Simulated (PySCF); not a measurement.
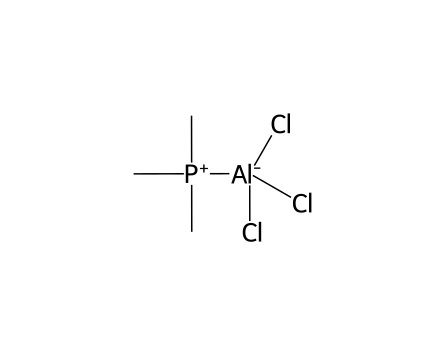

Skeletal drawing of a molecule.

Write the SMILES.

C[P+](C)(C)[Al-]([Cl])([Cl])[Cl]

What is the molecular formula?

C3H9AlCl3P.

More results for the same structure follow; atom numbers are the same in all pictures, views and colours differ. The geometry was computed by an optimisation with PBE0-D3(BJ)/def2-SVP. No frequency run is at hand to confirm it as a minimum.

Geometry

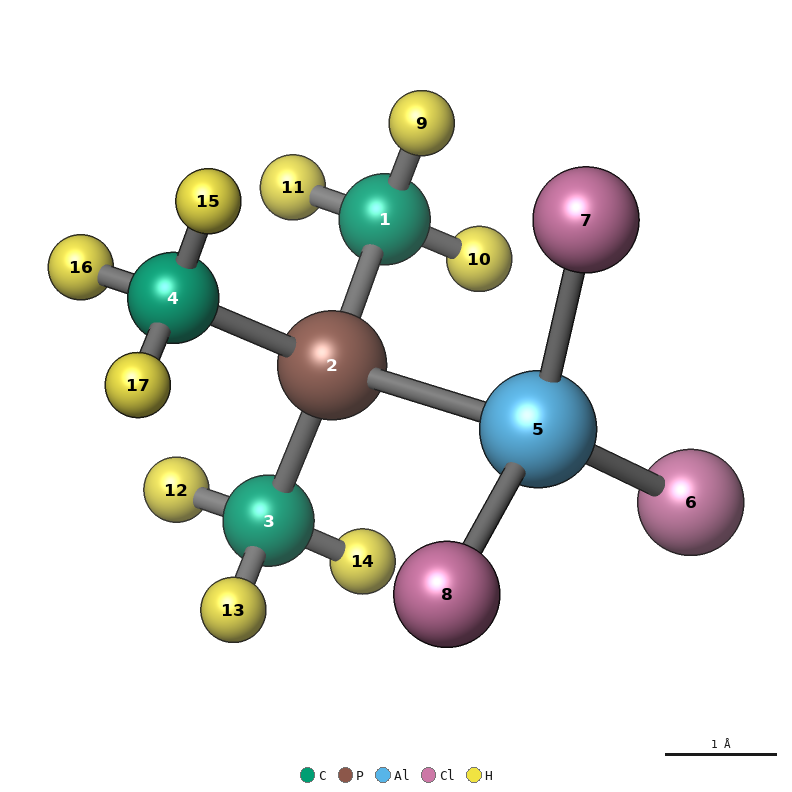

Numbered structure. No frequency run is at hand to confirm it as a minimum.

Estimate the angles C1–P2–C4, P2–C1–H9, P2–C3–H12, P2–C3–H14, P2–C4–H15, P2–C4–H16, P2–C4–H17, C3–P2–C4, C3–P2–Al5, C4–P2–Al5, Cl6–Al5–Cl7, Cl6–Al5–Cl8.

```csv
angle,degrees
C1–P2–C4,106.9
P2–C1–H9,108.1
P2–C3–H12,112.1
P2–C3–H14,108.2
P2–C4–H15,108.3
P2–C4–H16,112.0
P2–C4–H17,108.5
C3–P2–C4,107.0
C3–P2–Al5,112.3
C4–P2–Al5,113.3
Cl6–Al5–Cl7,115.6
Cl6–Al5–Cl8,116.7
```

NMR shielding

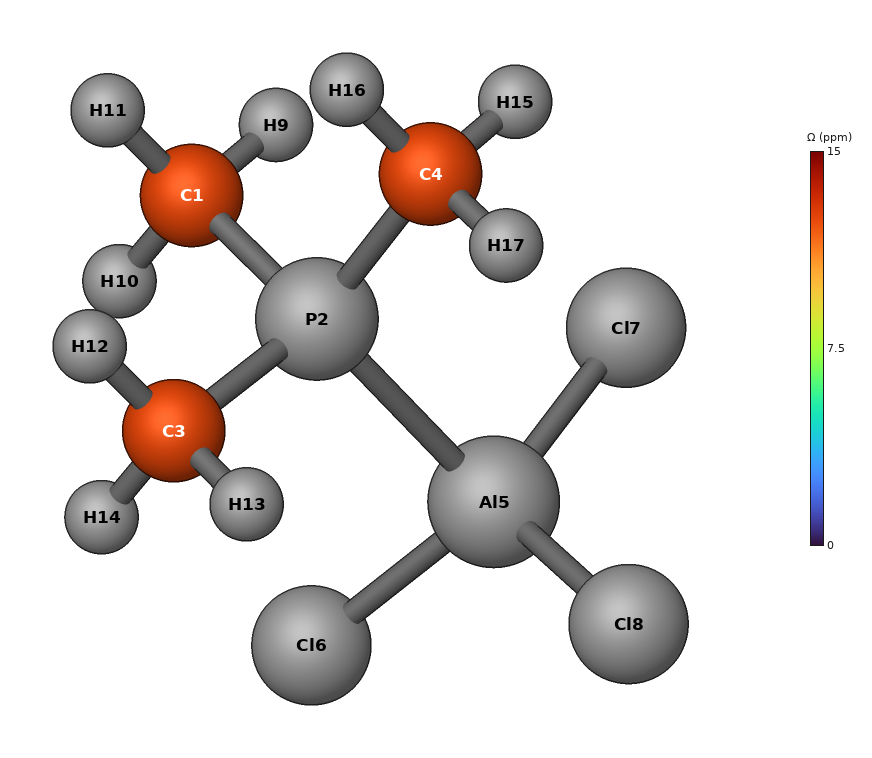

The C atoms are coloured by the span of their shielding tensor. No frequency run is at hand to confirm it as a minimum. Method: GIAO PBE0/STO-3G NMR shielding, non-relativistic, gas phase (PySCF 2.14.0). Principal shieldings σ11 ≤ σ22 ≤ σ33, span Ω = σ33 − σ11, skew κ = 3(σiso − σ22)/Ω.

Give the shielding tensors of the C atoms.

```
atom    σ11    σ22    σ33   σiso     Ω     κ
  C1  219.3  222.9  231.8  224.6  12.4  0.43
  C3  219.5  222.8  232.0  224.8  12.5  0.47
  C4  219.6  222.7  232.1  224.8  12.5  0.51
```

Shieldings and span in ppm.

Dipole moment

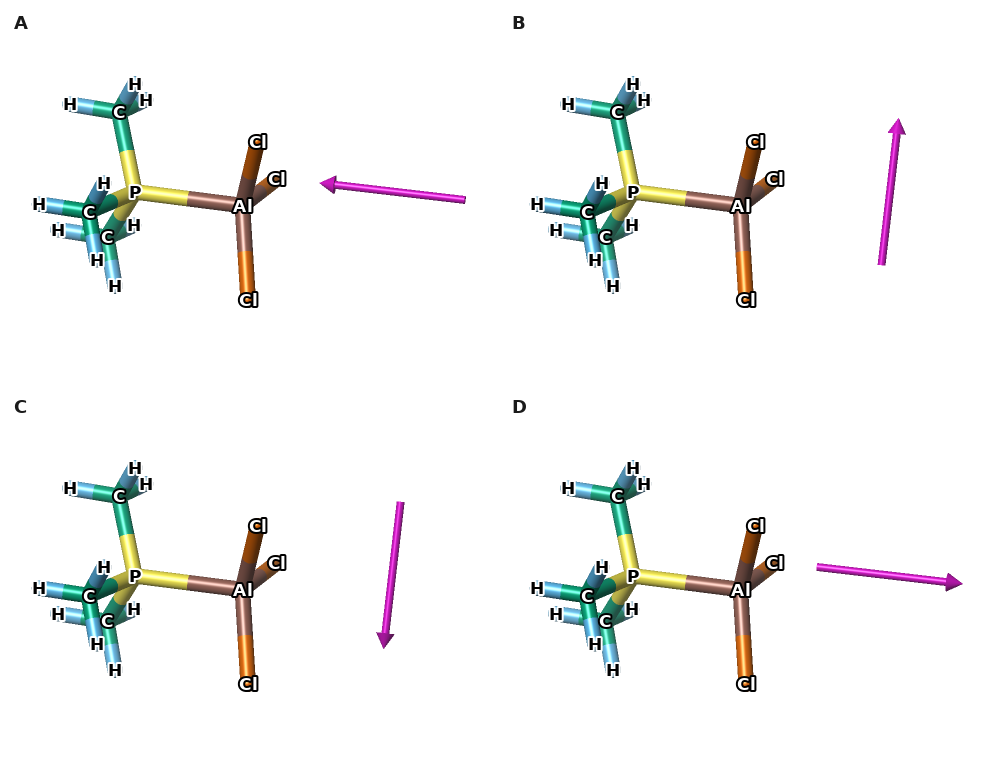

The same molecule four times, each with an arrow. No frequency run is at hand to confirm it as a minimum. Level of theory: PBE0/6-31G, gas phase (PySCF 2.14.0).

Which arrow points along the dipole moment, from the negative to the positive end?

A. The dipole moment is 8.50 D.

Quadrupole coupling

No frequency run is at hand to confirm it as a minimum. Electric field gradients from the ground-state density, PBE0/6-31G (PySCF 2.14.0), non-relativistic apart from any core potentials.

Give the largest field-gradient component, the quadrupole coupling constant and the asymmetry for 27Al at Al5 (Q = 146.6 mb), 35Cl at Cl6 (Q = −81.7 mb), 35Cl at Cl7 (Q = −81.7 mb), 35Cl at Cl8 (Q = −81.7 mb).

```tsv
atom	V_zz (a.u.)	e²qQ/h (MHz)	η
Al5	0.148	5.09	0.11
Cl6	1.460	−28.0	0.11
Cl7	1.464	−28.1	0.10
Cl8	1.472	−28.2	0.10
```

Levels of theory compared

No frequency run is at hand to confirm it as a minimum. Program: PySCF 2.14.0.

Compare HOMO energy (eV) at these levels: LDA/pcSseg-1; PBE0/6-311+G(2d,p); PBE0/6-31G; PBE0/6-31G*; PBE0/STO-3G; WP04/pcSseg-1.

```tsv
level	HOMO energy (eV)
LDA/pcSseg-1	−7.07
PBE0/6-311+G(2d,p)	−8.09
PBE0/6-31G	−8.36
PBE0/6-31G*	−8.07
PBE0/STO-3G	−5.94
WP04/pcSseg-1	−9.39
```
